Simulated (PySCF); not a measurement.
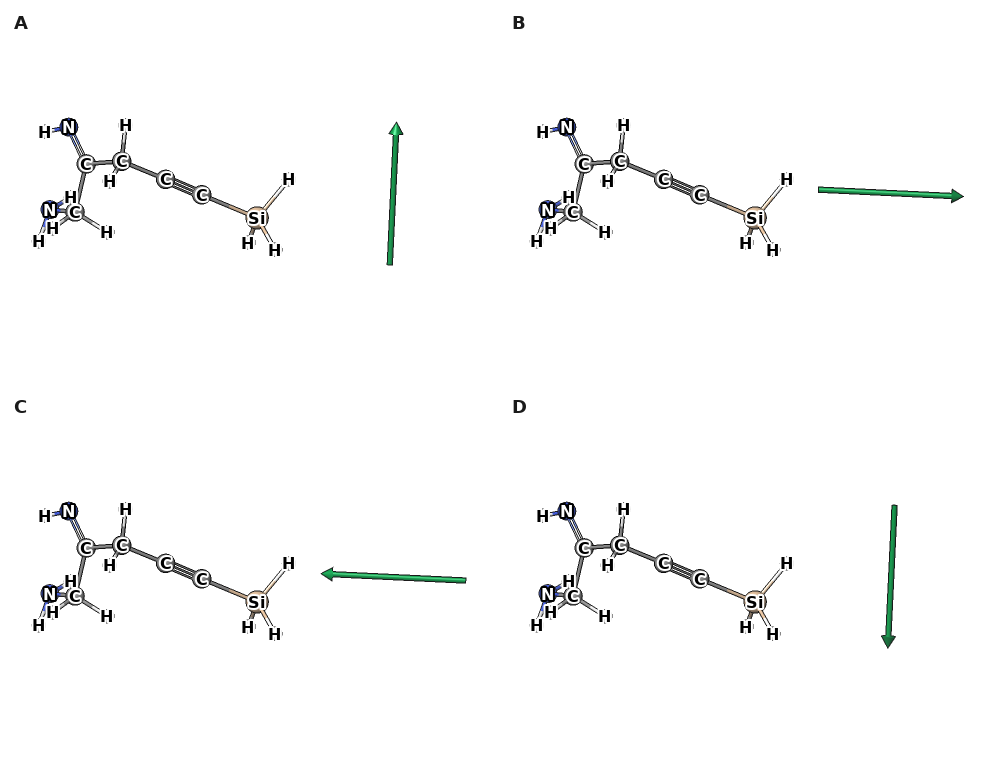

The same molecule four times, each with an arrow. The computed structure is the end point of a GFN2-xTB optimisation. No frequency run is at hand to confirm it as a minimum. Method: PBE0/pcSseg-1, gas phase (PySCF 2.14.0).

Question: Which arrow points along the dipole moment, from the negative to the positive end?

Answer: D. The dipole moment is 2.84 D.

The geometry is semi-empirical. Around Si such bond lengths and angles can be off by a tenth of an ångström or more and by several degrees, and values that hang on the shape move with them.
